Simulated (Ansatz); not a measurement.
SrLi2SnS4 (I-42m): least direct gap against volume

The cell of SrLi2SnS4 (I-42m) is scaled evenly and the response computed anew at each volume, on one mesh. The atoms keep their fractional positions.

It takes space group I-42m (No. 121, tetragonal). The conventional cell has a = 6.659 Å, b = 6.659 Å, c = 7.918 Å, α = 90.00°, β = 90.00°, γ = 90.00°. Sn on site a has 4 S at 2.37 Å as nearest neighbours. Sr on site b is surrounded by 8 S at 3.08 to 3.25 Å. Around S on site i lie 1 Sn at 2.37 Å and 2 Li at 2.47 Å. Around Li on site d lie 4 S at 2.47 Å.

Method: Ansatz 0.2.0, LDA, independent particles, k-mesh 6×6×6 with interpolation inside its cells, Gaussian parameter 0.1 eV.

Launch of the response step: `ansatz run input.yaml --threads 4 --pin off --max-ram 8192MiB --backend cpu --events-out ev --progress --plain --runs-dir out`. The series took 13.8 min in all, on 4 threads of Intel(R) Xeon(R) Processor @ 2.50GHz (Skylake/Cascade Lake), on a shared host.

| V/V₀ | V (Å³, primitive cell) | least direct gap (eV) |
| --- | --- | --- |
| 0.94 | 165.02 | 2.605 |
| 0.96 | 168.53 | 2.557 |
| 0.98 | 172.04 | 2.507 |
| 1.00 | 175.55 | 2.455 |
| 1.02 | 179.06 | ? |
| 1.04 | 182.57 | 2.345 |
| 1.06 | 186.08 | 2.287 |

For small changes the quantity should be close to linear in ln V.

Working, on the rows shown:

| x = ln(V/V₀) | y = least direct gap |
| --- | --- |
| -0.0618754 | 2.605 |
| -0.040822 | 2.557 |
| -0.0202027 | 2.507 |
| 0 | 2.455 |
| 0.0392207 | 2.345 |
| 0.0582689 | 2.287 |

Means: x̄ = -0.0042351, ȳ = 2.4593. Σ(x − x̄)(y − ȳ) = -0.02849, Σ(x − x̄)² = 0.01073. Slope = -0.02849 / 0.01073 = -2.655; intercept = ȳ − slope · x̄ = 2.4481. The line misses the rows shown by at most 0.0074 eV.

Predict the last column of the withheld row from the fit.

At x = 0.019803 the line gives y = 2.3955 eV. The run gave 2.401 eV, so the interpolation is off by 0.0055 eV, 1.7 % of the range in the table.

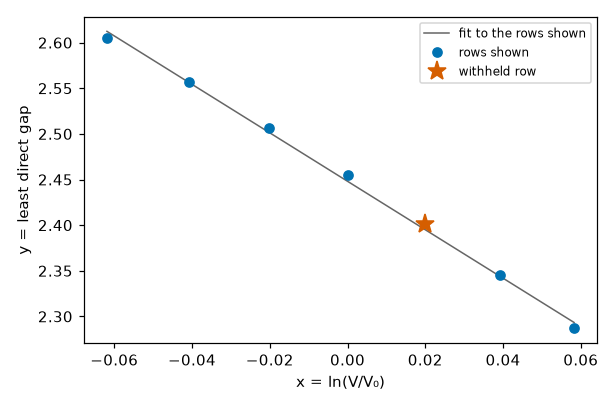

Between the rows on either side of x = 0 the slope is (2.401 − 2.507) / (0.019803 − (-0.020203)) = -2.65. That is a volume deformation potential of -2.6 eV: the least direct gap on this mesh widens by 26 meV for each per cent of compression. LDA gaps are as a rule too small. Spin-orbit coupling is left out.
